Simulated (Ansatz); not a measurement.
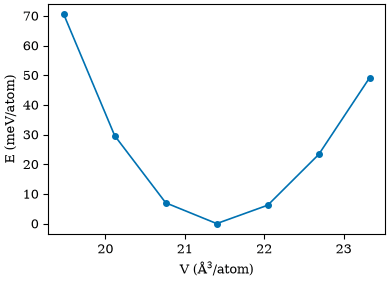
PtSe2 (rutile, P4_2/mnm) under volume change, HSE06 in the plane-wave PAW code Ansatz, shape and atoms relaxed at each volume.

Q: What does a third-order Birch–Murnaghan fit give for V₀, B₀ and B′?

A: V₀ = 21.40 Å³/atom, B₀ = 107 GPa, B′ = 5.1.

A made-up cell: these elements were put on the sites of a structure type; neither database checked (COD, Materials Project) lists it. COD files the formula under space group No. 164. Whether it is the stable phase at ambient conditions was not checked. The cell was relaxed with HSE06 under the symmetry of its start; its stability against distortions is not shown here. No spin polarisation was allowed. The hybrid run found no gap, on a coarse k-mesh. Spin–orbit coupling is left out wherever it is not named.

Potentials: the later of the program's two PAW sets.
